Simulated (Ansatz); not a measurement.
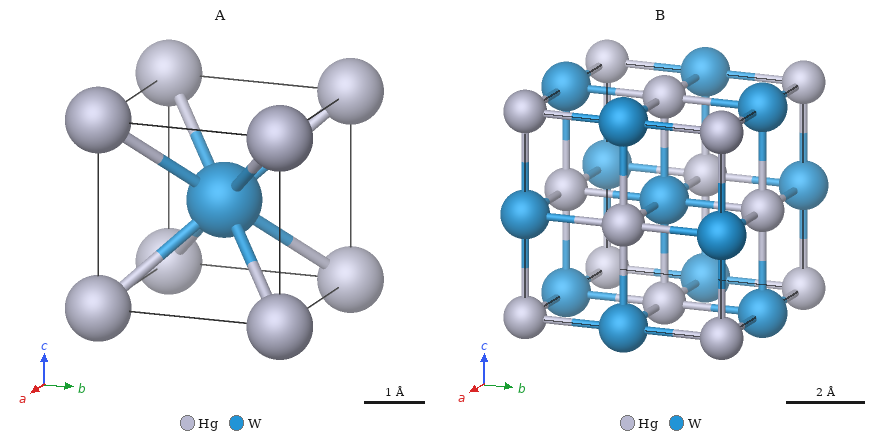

Two structures of HgW, each relaxed to rest (conventional cells in solid outline, small ones repeated, not to one scale). Method: DFT PBE, scalar-relativistic, plane waves, PAW in Ansatz 0.2.0, without spin polarisation.

Question: Identify the two structures.

Answer: A: caesium chloride (CsCl, B2) type, Pm-3m. B: rock salt (NaCl type), Fm-3m.

Question: Which structure wins energetically, and by what margin?

Answer: A is lower, by 699 meV/atom at this level of theory (energies at zero smearing). Volumes: A 17.8, B 20.7 Å³/atom.

One or both may be structure types tried for this composition rather than known phases.
